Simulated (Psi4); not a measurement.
# BCl3 (SMILES ClB(Cl)Cl): a chain of runs

Wanted: a geometry optimisation (singlet BCl3, B3LYP/def2-SVPD), then a single-point energy (doublet [BCl3]+, UB3LYP/def2-SVPD), then a geometry optimisation (doublet [BCl3]+, UB3LYP/def2-SVPD), then a single-point energy (doublet [BCl3]−, UB3LYP/def2-SVPD), then a structure relaxation (doublet [BCl3]−, UB3LYP/def2-SVPD) of BCl3. 

Program for the calculation: Psi4 1.11.

**1. The system as given**

BCl3: 4 atoms, total charge 0, spin state singlet. SMILES: `ClB(Cl)Cl`. The coordinates come from a PBE0-D4/def2-TZVP (4 decimals) relaxation. The run starts from this shape.

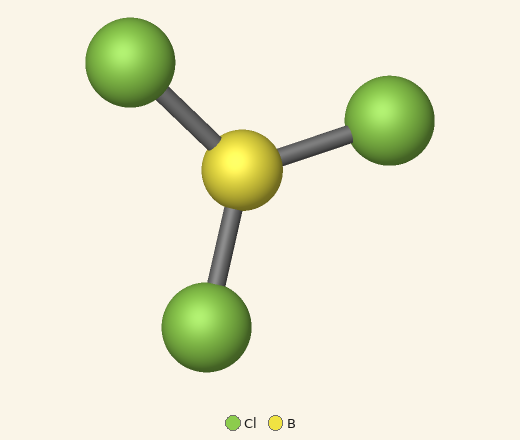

Viewed from a chosen angle; chlorine green, boron yellow.

**2. A geometry optimisation at B3LYP/def2-SVPD (density fitting) (run 1)**

The input, bcl3.sdf:

```

     RDKit          3D

  4  3  0  0  0  0  0  0  0  0999 V2000
   -0.2579    0.5164    1.6383 Cl  0  0  0  0  0  0  0  0  0  0  0  0
    0.0000    0.0000   -0.0000 B   0  0  0  0  0  0  0  0  0  0  0  0
    0.9420   -1.4231   -0.3240 Cl  0  0  0  0  0  0  0  0  0  0  0  0
   -0.6841    0.9066   -1.3143 Cl  0  0  0  0  0  0  0  0  0  0  0  0
  2  1  1  0
  3  2  1  0
  4  2  1  0
M  END
$$$$
```

The input, run.py:

```python
import psi4
from rdkit import Chem

psi4.set_memory(1600000000)
psi4.set_num_threads(1)
psi4.set_output_file('psi4.out', False)

rd = Chem.SDMolSupplier('bcl3.sdf', removeHs=False, sanitize=False)[0]
xyz = rd.GetConformer().GetPositions()
atoms = '\n'.join(f'{a.GetSymbol()} {x:.4f} {y:.4f} {z:.4f}' for a, (x, y, z) in zip(rd.GetAtoms(), xyz))
m = psi4.geometry('0 1\n' + atoms + '\nsymmetry c1')

psi4.set_options({
    'basis': 'def2-SVPD',
})

e, wfn = psi4.optimize('b3lyp', molecule=m, return_wfn=True)
print(f'b3lyp energy: {e:.10f} Eh')
print(m.to_string(dtype='xyz', units='Angstrom'))
```

On the command line:

```
$ python run.py
```

psi4.out:

```text
[...]
  Running in c1 symmetry.
[...]
  Nuclear repulsion =  230.175175671862917
[...]
  Multiplicity = 1
[...]
  Nalpha       = 28
  Nbeta        = 28
[...]
    Number of basis functions: 101
[...]
   @DF-RKS iter   1: -1405.13159682576384    1.04056e-01   3.11847e-03 ADIIS/DIIS
[...]
   @DF-RKS iter   7: -1405.18420227217894   -8.86757e-12   2.07966e-09 DIIS
[...]
    Orbital Energies [Eh]
    ---------------------
    Doubly Occupied:
       1A   -101.547050     2A   -101.547038     3A   -101.546974
       4A     -9.498602     5A     -9.498592     6A     -9.498547
       7A     -7.265276     8A     -7.265265     9A     -7.265240
      10A     -7.259977    11A     -7.259973    12A     -7.259957
      13A     -7.257977    14A     -7.257968    15A     -7.257945
      16A     -6.918389    17A     -0.902548    18A     -0.855525
      19A     -0.855499    20A     -0.536571    21A     -0.466842
      22A     -0.466821    23A     -0.418237    24A     -0.361663
      25A     -0.361644    26A     -0.355880    27A     -0.355863
      28A     -0.327785
[...]
  @DF-RKS Final Energy: -1405.18420227217894
   => Energetics <=
    Nuclear Repulsion Energy =            227.9549441848034803
    One-Electron Energy =               -2392.0858618493243739
    Two-Electron Energy =                 830.4757600512008366
    DFT Exchange-Correlation Energy =     -71.5290446588588793
    Empirical Dispersion Energy =           0.0000000000000000
    VV10 Nonlocal Energy =                  0.0000000000000000
    Total Energy =                      -1405.1842022721789363
[...]
 Multipole Moments:
 ------------------------------------------------------------------------------------
     Multipole            Electronic (a.u.)      Nuclear  (a.u.)        Total (a.u.)
 ------------------------------------------------------------------------------------
 L = 1.  Multiply by 2.5417464519 to convert [e a0] to [Debye]
 Dipole X            :         -0.0001019            0.0000334           -0.0000686
 Dipole Y            :         -0.0000526            0.0000616            0.0000091
 Dipole Z            :         -0.0002701            0.0000851           -0.0001850
 Magnitude           :                                                    0.0001975
[...]
  -Total Gradient:
     Atom            X                  Y                   Z
    ------   -----------------  -----------------  -----------------
       1        0.000006534074    -0.000001022490     0.000005618157
       2       -0.000014376600    -0.000002941361     0.000001942516
       3        0.000016409828    -0.000017857703    -0.000019293142
       4        0.000001725199     0.000004097418    -0.000019142685
[...]
    Final optimized geometry and variables:
    Molecular point group: c1
    Full point group: C1
    Geometry (in Angstrom), charge = 0, multiplicity = 1:
    CL          -0.260404909836     0.521458273648     1.654141347628
    B           -0.000050174752    -0.000092621111    -0.000127876713
    CL           0.951242025407    -1.437002302935    -0.327066496388
    CL          -0.690821318966     0.915573189355    -1.327034591590
[...]
```

Standard output:

```text
Optimizer: Optimization complete!
b3lyp energy: -1405.1842022722 Eh
4
0 1 BCl3
Cl                   -0.260404909836     0.521458273648     1.654141347628
B                    -0.000050174752    -0.000092621111    -0.000127876713
Cl                    0.951242025407    -1.437002302935    -0.327066496388
Cl                   -0.690821318966     0.915573189355    -1.327034591590
```

Run time: 19 s. Hardware: 1 thread of Intel Xeon Platinum 8488C (Sapphire Rapids), shared host; peak memory 0.53 GiB.

Steps, from the record of the run:

```csv
step,energy from the first frame kept (eV),largest force (eV/Å)
0,0.0000,0.4922
1,-0.0125,0.0297
2,-0.0124,0.0680
3,-0.0125,0.0475
4,-0.0127,0.0016
```

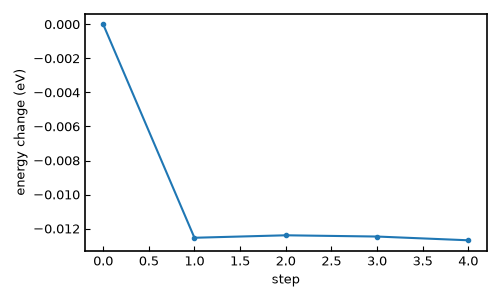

Energy along the run.

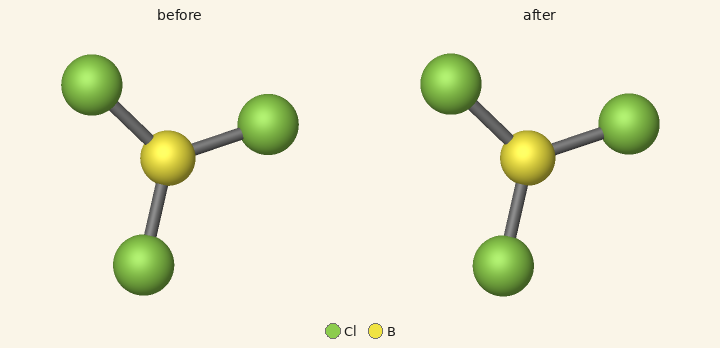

Before and after, at one scale.

After the run. Bond lengths: Cl1–B2 1.754 Å, B2–Cl3 1.754 Å, B2–Cl4 1.754 Å. Angles: Cl1–B2–Cl3 120.0°, Cl1–B2–Cl4 120.0°, Cl3–B2–Cl4 120.0°.

**3. The doublet cation: a single-point energy at UB3LYP/def2-SVPD (density fitting) (run 2)**

The input, job.in:

```
memory 1.6 GB

molecule {
  1 2
  Cl
  B 1 r2
  Cl 2 r3 1 a3
  Cl 2 r4 1 a4 3 d4

  r2 = 1.753969
  r3 = 1.75401
  a3 = 119.99352
  r4 = 1.753936
  a4 = 119.9887
  d4 = -179.98906
  symmetry c1
}

set {
  basis def2-SVPD
  reference uks
}

e_tot, wfn = energy('b3lyp', return_wfn=True)
```

On the command line:

```
$ psi4 -n 1 job.in job.out
```

job.out:

```text
[...]
  Running in c1 symmetry.
[...]
  Nuclear repulsion =  227.954968763665363
[...]
  Multiplicity = 2
[...]
  Nalpha       = 28
  Nbeta        = 27
[...]
    Number of basis functions: 101
[...]
   @DF-UKS iter   1: -1404.75784490949309    4.31860e-01   1.53776e-03 DIIS/ADIIS
[...]
   @DF-UKS iter   8: -1404.76874278013634   -3.34239e-08   2.78796e-07 DIIS
[...]
   @S^2 Observed:                7.534672927E-01
[...]
    Orbital Energies [Eh]
    ---------------------
    Alpha Occupied:
       1A   -101.810616     2A   -101.810586     3A   -101.810527
       4A     -9.759020     5A     -9.758988     6A     -9.758950
       7A     -7.525088     8A     -7.525048     9A     -7.525030
      10A     -7.523892    11A     -7.523861    12A     -7.523841
      13A     -7.517918    14A     -7.517883    15A     -7.517878
      16A     -7.151774    17A     -1.150616    18A     -1.105864
      19A     -1.105854    20A     -0.773548    21A     -0.706957
      22A     -0.706945    23A     -0.649431    24A     -0.613530
      25A     -0.613489    26A     -0.590427    27A     -0.590413
      28A     -0.586002
    Alpha Virtual:
[...]
  @DF-UKS Final Energy: -1404.76874278013634
   => Energetics <=
    Nuclear Repulsion Energy =            227.9549687636653630
    One-Electron Energy =               -2378.0957677775950287
    Two-Electron Energy =                 816.6054779772055099
    DFT Exchange-Correlation Energy =     -71.2334217434121371
    Empirical Dispersion Energy =           0.0000000000000000
    VV10 Nonlocal Energy =                  0.0000000000000000
    Total Energy =                      -1404.7687427801363356
[...]
 Multipole Moments:
 ------------------------------------------------------------------------------------
     Multipole            Electronic (a.u.)      Nuclear  (a.u.)        Total (a.u.)
 ------------------------------------------------------------------------------------
 L = 1.  Multiply by 2.5417464519 to convert [e a0] to [Debye]
 Dipole X            :          0.0001065           -0.0000582            0.0000483
 Dipole Y            :          0.0000972            0.0000019            0.0000992
 Dipole Z            :         -0.0001831           -0.0000938           -0.0002769
 Magnitude           :                                                    0.0002981
[...]
```

It took 5.4 s on 1 thread of Intel Xeon Platinum 8488C (Sapphire Rapids), shared host; peak memory 0.46 GiB.

**4. The doublet cation: a geometry optimisation at UB3LYP/def2-SVPD (density fitting) (run 3)**

The input, calc.inp:

```
memory 1.6 GB

molecule {
  1 2
  Cl
  B 1 R2
  Cl 2 R3 1 A3
  Cl 2 R4 1 A4 3 D4

  R2 = 1.753969
  R3 = 1.75401
  A3 = 119.99352
  R4 = 1.753936
  A4 = 119.9887
  D4 = -179.98906
  units angstrom
  symmetry c1
}

set basis def2-SVPD
set reference uks
set geom_maxiter 50

e_tot = optimize('b3lyp')
```

On the command line:

```
$ psi4 calc.inp calc.out -n 1
```

calc.out:

```text
[...]
  Running in c1 symmetry.
[...]
  Nuclear repulsion =  227.954968763665363
[...]
  Multiplicity = 2
[...]
  Nalpha       = 28
  Nbeta        = 27
[...]
    Number of basis functions: 101
[...]
   @DF-UKS iter   1: -1404.75784490949309    4.31860e-01   1.53776e-03 ADIIS/DIIS
[...]
   @DF-UKS iter  11: -1404.76923368013468   -1.59162e-12   6.25272e-09 DIIS
[...]
   @S^2 Observed:                7.534205517E-01
[...]
    Orbital Energies [Eh]
    ---------------------
    Alpha Occupied:
       1A   -101.810392     2A   -101.810332     3A   -101.810269
       4A     -9.759220     5A     -9.759159     6A     -9.759121
       7A     -7.525288     8A     -7.525210     9A     -7.525193
      10A     -7.523976    11A     -7.523918    12A     -7.523897
      13A     -7.518136    14A     -7.518074    15A     -7.518063
      16A     -7.146655    17A     -1.155256    18A     -1.108102
      19A     -1.108094    20A     -0.774925    21A     -0.710096
      22A     -0.710074    23A     -0.653149    24A     -0.614464
      25A     -0.614388    26A     -0.591308    27A     -0.591287
      28A     -0.585655
    Alpha Virtual:
[...]
  @DF-UKS Final Energy: -1404.76923368013468
   => Energetics <=
    Nuclear Repulsion Energy =            230.3317660052826454
    One-Electron Energy =               -2382.7990606504763491
    Two-Electron Energy =                 818.9481178215507953
    DFT Exchange-Correlation Energy =     -71.2500568564916534
    Empirical Dispersion Energy =           0.0000000000000000
    VV10 Nonlocal Energy =                  0.0000000000000000
    Total Energy =                      -1404.7692336801346755
[...]
 Multipole Moments:
 ------------------------------------------------------------------------------------
     Multipole            Electronic (a.u.)      Nuclear  (a.u.)        Total (a.u.)
 ------------------------------------------------------------------------------------
 L = 1.  Multiply by 2.5417464519 to convert [e a0] to [Debye]
 Dipole X            :          0.0001108           -0.0000619            0.0000489
 Dipole Y            :          0.0000250           -0.0000042            0.0000208
 Dipole Z            :         -0.0002915           -0.0001834           -0.0004749
 Magnitude           :                                                    0.0004779
[...]
  -Total Gradient:
     Atom            X                  Y                   Z
    ------   -----------------  -----------------  -----------------
       1       -0.000003904942     0.000004390297    -0.000017620055
       2        0.000011625620    -0.000013228545     0.000018407849
       3       -0.000003804612    -0.000011451426    -0.000003243465
       4       -0.000003974832     0.000025902105    -0.000004980540
[...]
    Final optimized geometry and variables:
    Molecular point group: c1
    Full point group: C1
    Geometry (in Angstrom), charge = 1, multiplicity = 2:
    CL
    B             1          R2
    CL            2          R3      1          A3
    CL            2          R4      1          A4      3          D4
    A3        =  119.9864259999
    A4        =  119.9839937973
    D4        = -179.9882470410
    R2        =    1.7359640590
    R3        =    1.7358600122
    R4        =    1.7357931995
[...]
```

Standard output:

```text
Optimizer: Optimization complete!
```

Run time: 32 s. Hardware: 1 thread of Intel Xeon Platinum 8488C (Sapphire Rapids), shared host; peak memory 0.52 GiB.

Steps, from the record of the run:

```
step  energy from the first frame kept (eV)  largest force (eV/Å)
   0                                 0.0000                0.4908
   1                                -0.0134                0.0412
   2                                -0.0114                0.1510
   3                                -0.0133                0.0386
   4                                -0.0134                0.0014
```

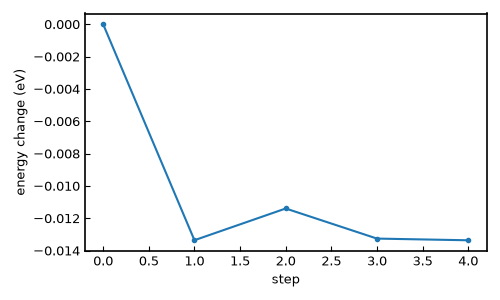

Energy along the run.

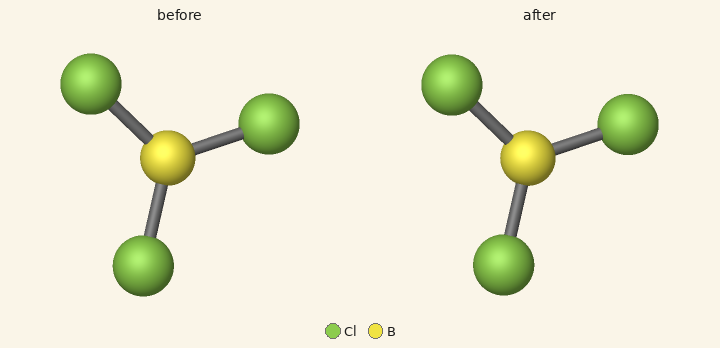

Before and after, at one scale.

After the run. Bond lengths: Cl1–B2 1.736 Å, B2–Cl3 1.736 Å, B2–Cl4 1.736 Å. Angles: Cl1–B2–Cl3 120.0°, Cl1–B2–Cl4 120.0°, Cl3–B2–Cl4 120.0°.

[end of part 1 of 2]
